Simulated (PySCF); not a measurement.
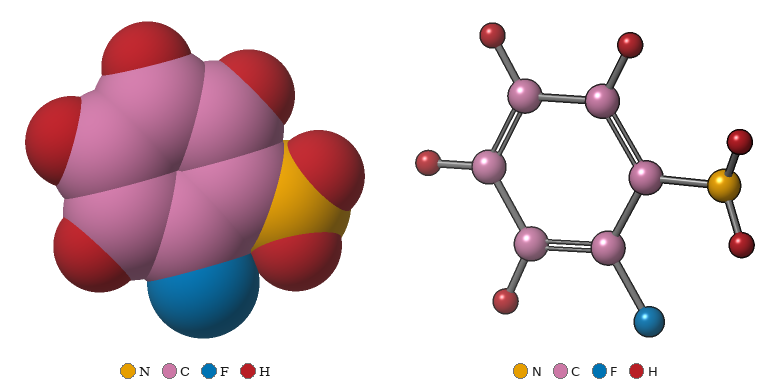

The same structure drawn twice, from different directions.

The geometry was computed by an optimisation with PBE0-D3(BJ)/def2-SVP. No frequency run is at hand to confirm it as a minimum.

What is the molecular formula?

C₆H₆FN, 14 atoms: 6 carbon, 6 hydrogen, 1 fluorine and 1 nitrogen.

Count the bonded pairs by element.

6 C–C, 4 C–H, 2 N–H, 1 C–N, 1 C–F.

Name functional groups in it.

Among them: C–F bond.

The parts below concern this one geometry. Atoms keep their numbers from picture to picture.

### Levels of theory compared

No frequency run is at hand to confirm it as a minimum. Program: PySCF 2.14.0.

At this fixed geometry, give HOMO–LUMO gap (eV), HOMO energy (eV), dipole (D) at these levels: B3LYP/6-31G*; B3LYP/cc-pVTZ; B3LYP/def2-TZVP; B3LYP/pcJ-0.

| level | HOMO–LUMO gap (eV) | HOMO energy (eV) | dipole (D) |
| --- | --- | --- | --- |
| B3LYP/6-31G* | 5.64 | −5.41 | 1.68 |
| B3LYP/cc-pVTZ | 5.50 | −5.76 | 1.66 |
| B3LYP/def2-TZVP | 5.48 | −5.82 | 1.68 |
| B3LYP/pcJ-0 | 5.57 | −5.72 | 1.95 |

### Spin–spin coupling

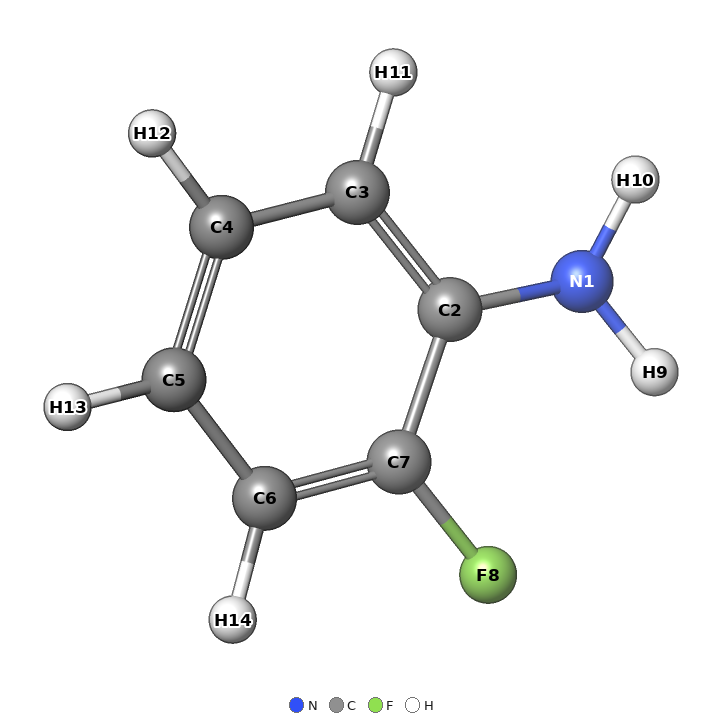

No frequency run is at hand to confirm it as a minimum. Method: B3LYP/cc-pVTZ indirect spin-spin coupling, non-relativistic, gas phase (PySCF 2.14.0). Isotopes: 13C, 19F, 1H, 15N.

Give the spin–spin coupling constants of these pairs, with the number of bonds between them: N1/H10, N1/H9, N1/C3, C2/F8, N1/H11, N1/C4, C3/F8, C5/F8, F8/H14.

```json
{"pair": "N1, H10", "bonds apart": "1", "J (Hz)": "−74.6"}
{"pair": "N1, H9", "bonds apart": "1", "J (Hz)": "−75.5"}
{"pair": "N1, C3", "bonds apart": "2", "J (Hz)": "−2.1"}
{"pair": "C2, F8", "bonds apart": "2", "J (Hz)": "0.9"}
{"pair": "N1, H11", "bonds apart": "3", "J (Hz)": "−2.4"}
{"pair": "N1, C4", "bonds apart": "3", "J (Hz)": "−1.1"}
{"pair": "C3, F8", "bonds apart": "3", "J (Hz)": "2.4"}
{"pair": "C5, F8", "bonds apart": "3", "J (Hz)": "3.8"}
{"pair": "F8, H14", "bonds apart": "3", "J (Hz)": "10.7"}
```

Density functionals are unreliable for couplings to fluorine, so those rows may be far off.

### Quadrupole coupling

No frequency run is at hand to confirm it as a minimum. Electric field gradients from the ground-state density, B3LYP/cc-pVTZ (PySCF 2.14.0), non-relativistic apart from any core potentials.

Give the largest field-gradient component, the quadrupole coupling constant and the asymmetry for 14N at N1 (Q = 20.44 mb).

```csv
atom,V_zz (a.u.),e²qQ/h (MHz),η
N1,−1.055,−5.06,0.13
```
